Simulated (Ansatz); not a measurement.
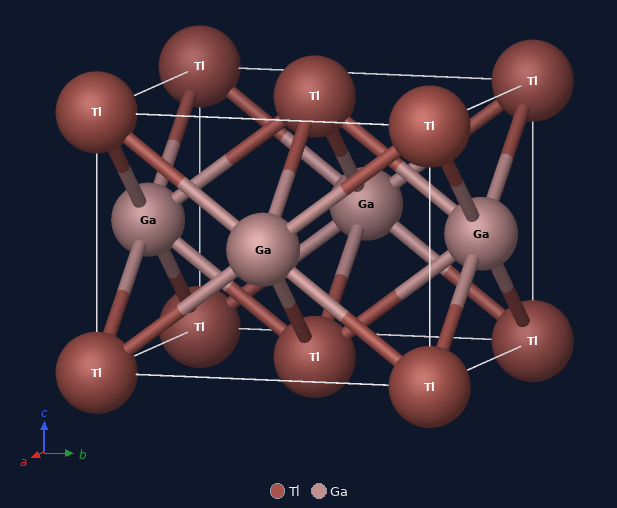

An orthographic ball-and-stick view of the structure, slightly off an axis. The simulation cell is outlined; an atom on or near a face, edge or corner is repeated at each equivalent position.

Electronic-structure method: Ansatz, DFT, PAW plane waves, r2SCAN. Parameters: a 500 eV plane-wave basis, a 6×6×6 sampling of the Brillouin zone, Fermi-Dirac smearing of 0.013 eV, no spin polarisation.

Q: What charge does Bader's analysis assign to each element?

A: Tl -0.04 e; Ga +0.04 e. Little charge moves, as in a metallic or covalent solid.

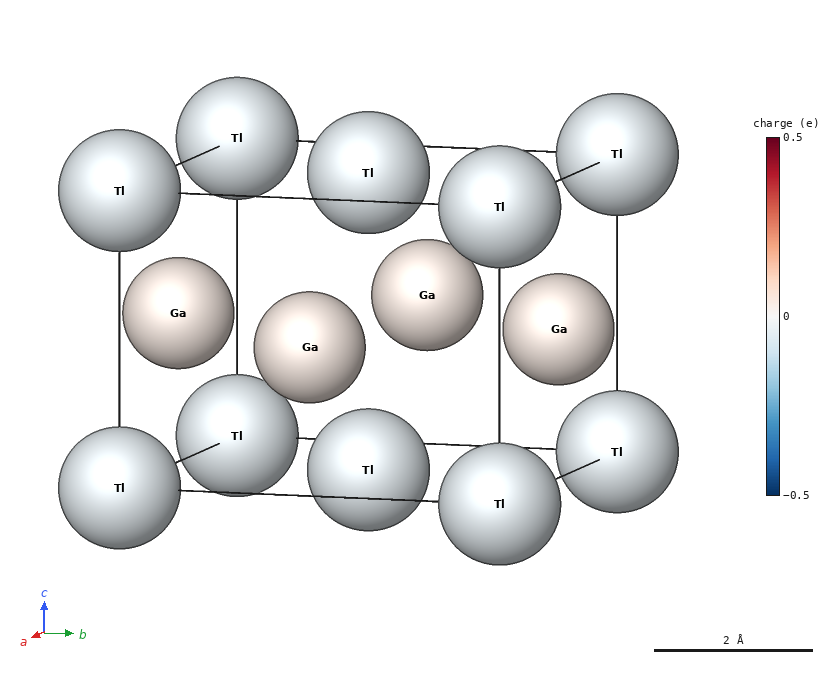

The atoms coloured by those charges.

Its origin is a generated cell, made by putting these elements into a known structure type (the compound may or may not exist in this form). Relaxation method: DFT, PAW plane waves, r2SCAN (Ansatz).
